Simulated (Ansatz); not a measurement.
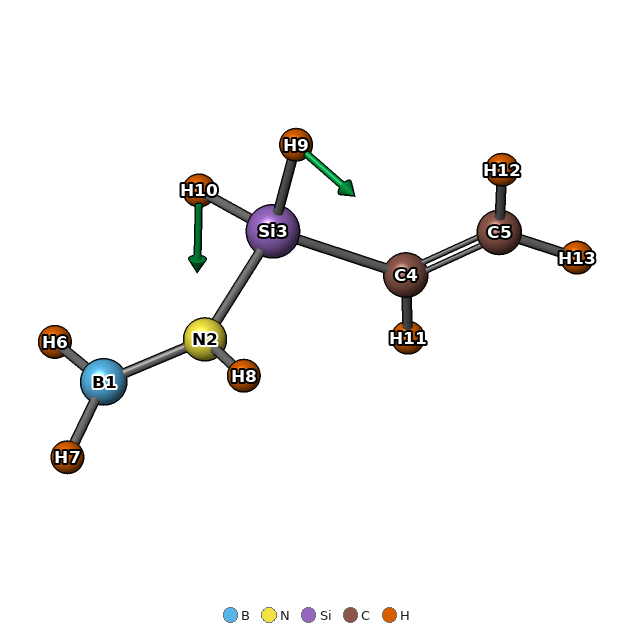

The arrows show one normal mode. Harmonic vibrations computed with RKS PBE0-D4/def2-TZVP (Ansatz 0.2.0) at a stationary point of the same level.

> Describe the motion.

Mostly H–Si–H bending.

> Estimate its harmonic wavenumber.

939 cm⁻¹; it is mode 14 of 33 counted from the lowest.
